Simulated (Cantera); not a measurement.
Feed: 1 mol HMDSO, 0.58 mol H2O, 2.1 mol N2, equilibrated at 1.00 bar.

Equilibrium computed with Cantera from the NASA thermochemical tables; the gas is ideal and each condensed phase is pure. Candidate condensed phases: C, C6H6, C7H8, C8H18, H2O, Si, SiC, SiO2, Si2N2O, Si3N4; 151 gas species. The feed counts by its element totals alone. Mutual solubility and eutectic melting of coexisting phases are not modelled. Rates play no part.

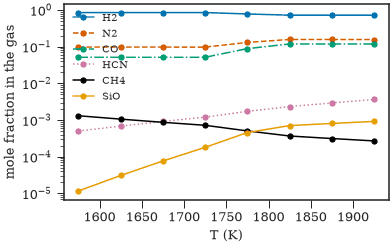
Fig. 1. Equilibrium gas composition (values under 1e-9 drawn at 1e-9)

**Question.** Read off the mole fractions at 1625 K.

**Answer.** H2 about 0.85, N2 about 0.097, CO about 0.052, CH4 about 0.0011, HCN about 0.00069, SiO about 3.1e-5.
